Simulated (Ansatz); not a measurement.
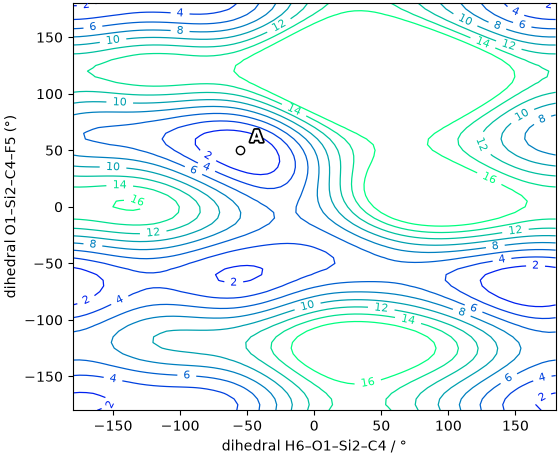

CH₄ClFOSi, SMILES O[SiH](Cl)CF. The first coordinate is: dihedral H6–O1–Si2–C4; the second: dihedral O1–Si2–C4–F5. Nothing is relaxed (all other coordinates rigid). The scan uses a 15 × 15 grid. Points are written as (first, second). Energies are in kJ/mol, from the relaxed molecule at the same level. Computed with Ansatz, RHF/def2-SVP.

In the figure: contour lines labelled in kJ/mol (none above 16), the point A. Between grid points the surface is interpolated.

### Find the lowest pass out of the well at A.

The easiest path leads from the well at about (−55°, 50°) to the well at about (−55°, −60°), about 1.6 kJ/mol higher (on a rigid scan; wells that are mirror images or exchange like atoms can differ by this much). Its highest point lies about 5.8 kJ/mol above the bottom of the first well on the interpolated surface, at about (−20°, −5°). Seen from the upper well the barrier is about 4.2 kJ/mol. The start is the relaxed structure and all else is held, so a fully relaxed path at this level can only be lower.

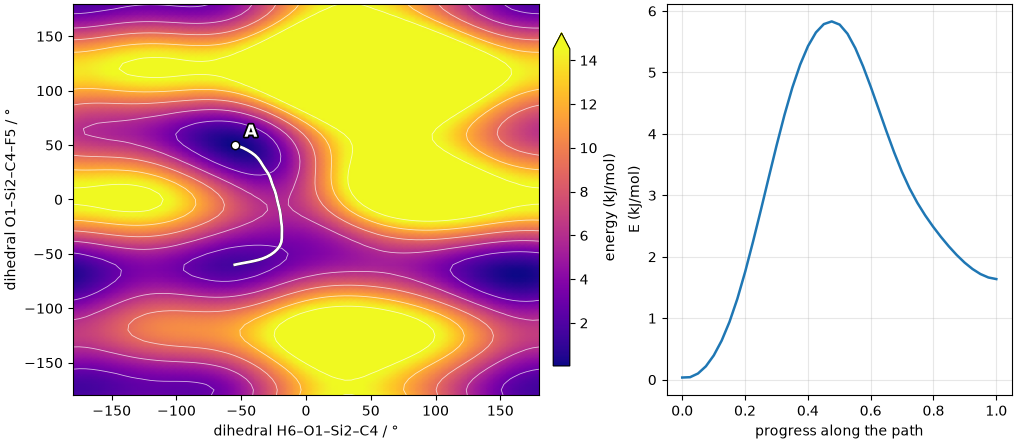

In the figure: a smooth colour map with a few white contour lines, a line along the lowest path, one colour for all values above the top of the scale, the energy along the path at the right. Between grid points the surface is interpolated.
